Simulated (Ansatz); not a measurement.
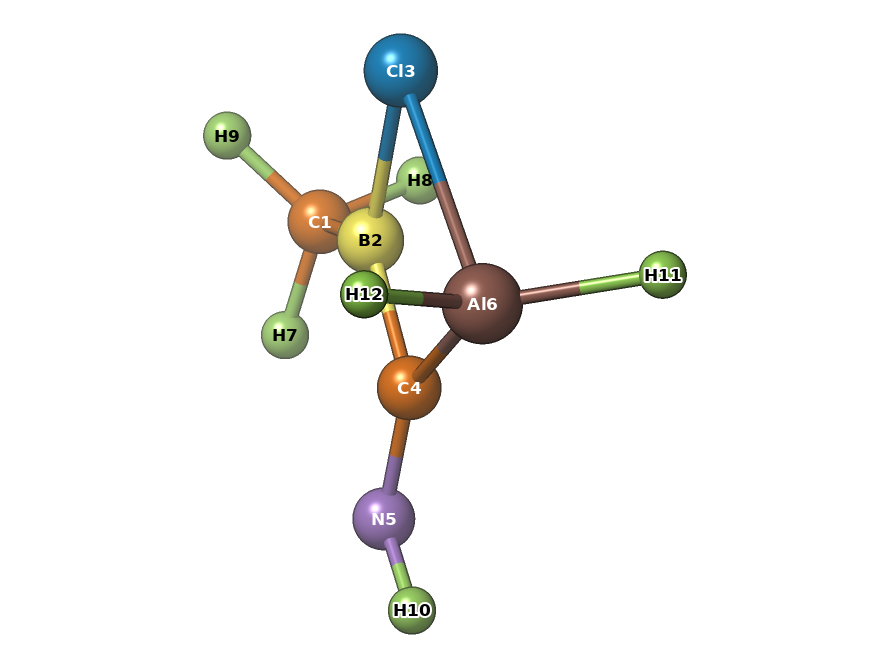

C1 lies behind B2. The molecule seen a little off the B2–C1 bond, B2 in front. Atoms fade into the background with distance from the viewer. The geometry was computed by an optimisation with PBE-D4/def2-SVP. No frequency run is at hand to confirm it as a minimum.

Q: What is the torsion angle Cl3–B2–C1–H7? The sign is positive where the front bond must turn clockwise to cover the back bond.

A: −169°, antiperiplanar (anti).
